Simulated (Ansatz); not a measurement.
# Si (diamond structure), cut as (111) film, 16 layers, monochloride, Cl-ended

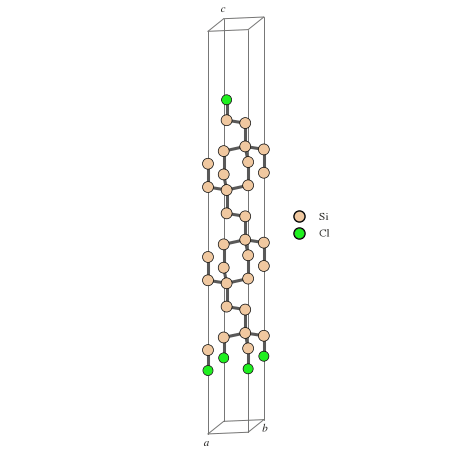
Figure. Structure after relaxation, one periodic cell

These are PBE (plane waves to 420 eV, PAW; Ansatz, a first-principles code) values and carry that method's errors.

change of bonding against the cut: none
number of neighbours within 2.841 Å (ending not counted): 3 for 2 atoms, 4 for 14 atoms
mean Si-Si distance (least to greatest): 2.368 Å (2.363 to 2.372)
